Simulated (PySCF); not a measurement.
Molecule: SMILES C[SH+]C (C2H7S (cation, charge +1)). Atoms near the plane z = 0.6 Å, at the B3LYP/def2-SVP optimised geometry (x, y, z in Å): C1 (-0.8, 1.1, 0.0), S2 (-0.3, -0.6, 0.0), C3 (1.5, -0.6, 0.0), H5 (-1.9, 1.2, -0.2), H6 (-0.5, 1.5, 1.0), H9 (1.8, -1.7, -0.2), H10 (1.8, -0.3, 1.0).

Level of theory: B3LYP/def2-TZVP (PySCF 2.14.0). The values are rescaled to run from 0 to 1.

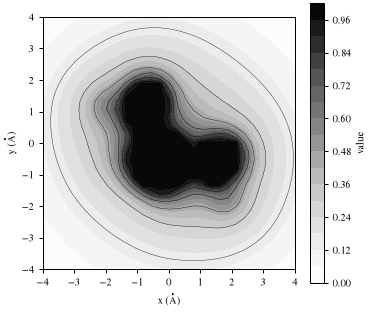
*a field on the plane z = 0.6 Å.*

Problem. Which quantity is mapped?
(A) electron localisation function
(B) electrostatic potential
(C) log10 of the electron density
(D) Laplacian of the electron density

Solution. B, electrostatic potential. In full: electrostatic potential (hartree/e), clipped to [0.09, 0.42].
